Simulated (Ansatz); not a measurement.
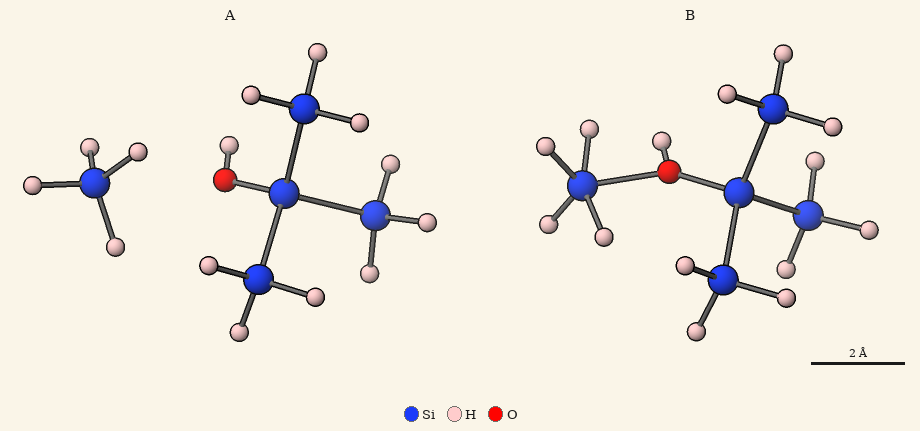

Two geometries of Si5H14O (started from a transition state, displaced along its imaginary mode), drawn at one scale. One is the start of a relaxation, the other its converged end. Style: ball-and-stick. Shown at a tilt.

Theory: RKS PBE0-D4/def2-TZVP in Ansatz. (force threshold 0.005 eV/Å; at most 200 steps)

### Which of the two is the end point?

Structure A is the relaxed one. An H atom moves most after the best rigid fit: 2.58 Å. By element the largest moves are H 2.58 Å, Si 0.82 Å, O 0.71 Å. Some distances before and after: H–Si 2.076 → 3.583 Å, O–Si 1.911 → 3.122 Å, H–O 0.838 → 0.959 Å, O–Si 1.758 → 1.670 Å. Bonds break, among them: O–Si (1.91 → 3.12 Å). Bond angles that change, for instance: H–Si–H 156.9° → 110.5°, H–Si–H 90.5° → 110.2°, H–Si–H 96.0° → 108.6°. After 58 accepted moves (65 points after the start) the energy has fallen by 45.7 kcal/mol. The largest force component goes from 10 to 0.0036 eV/Å. The line search rejected the trial steps at points 29, 40, 42, 44, 51, 54, 62 of the run. The forces were under the threshold at step 59, but the run went on from there.
